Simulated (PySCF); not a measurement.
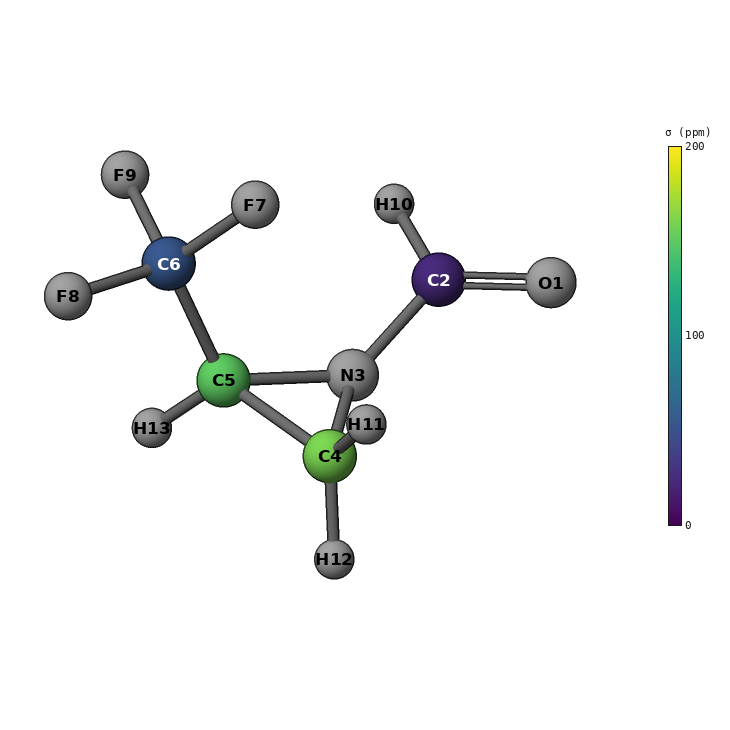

Atoms are coloured by their isotropic NMR shieldings (C only, the others grey). The geometry was computed by an optimisation with GFN2-xTB. No frequency run is at hand to confirm it as a minimum. Level of theory: GIAO PBE0/pcSseg-1 NMR shielding, non-relativistic, gas phase (PySCF 2.14.0).

List the isotropic NMR shieldings of the C atoms.

```tsv
atom	σ (ppm)
C2	23.9
C4	160.1
C5	150.2
C6	54.0
```
